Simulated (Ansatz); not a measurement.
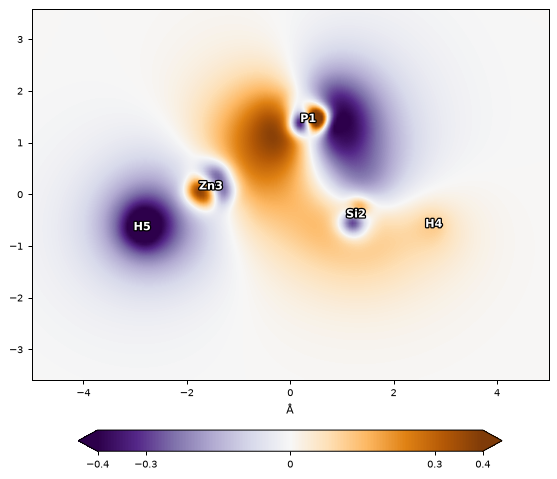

Figure 1: H$_{2}$PSiZn (SMILES [SiH]=[P][ZnH]) (doublet). The HOMO−1 (β) on the molecular plane (values in Å⁻³ᐟ²; the overall sign is arbitrary).

Geometry: PBE0-D3(BJ)/def2-SVP.

The calculation used isolated molecule in a Gaussian basis; Kohn-Sham density functional theory, functional PBE0 in Ansatz 0.2.0.

```json
{"atom": "P", "x (Å)": "-0.8036", "y (Å)": "1.0228", "z (Å)": "-1.6686"}
{"atom": "Si", "x (Å)": "0.1393", "y (Å)": "-0.6188", "z (Å)": "-0.8519"}
{"atom": "Zn", "x (Å)": "0.8873", "y (Å)": "2.1283", "z (Å)": "-0.5897"}
{"atom": "H", "x (Å)": "-0.3286", "y (Å)": "-2.0453", "z (Å)": "-1.0430"}
{"atom": "H", "x (Å)": "1.9866", "y (Å)": "2.9692", "z (Å)": "0.1003"}
```

Where does this orbital lie, and at what energy?

Answer. It lies mainly on P1 (about 40 %), Zn3 (about 20 %), H5 (about 20 %) and Si2 (about 15 %); it is symmetric in the molecular plane (an in-plane orbital: σ, lone-pair or in-plane π type). Its energy is −7.63 eV.
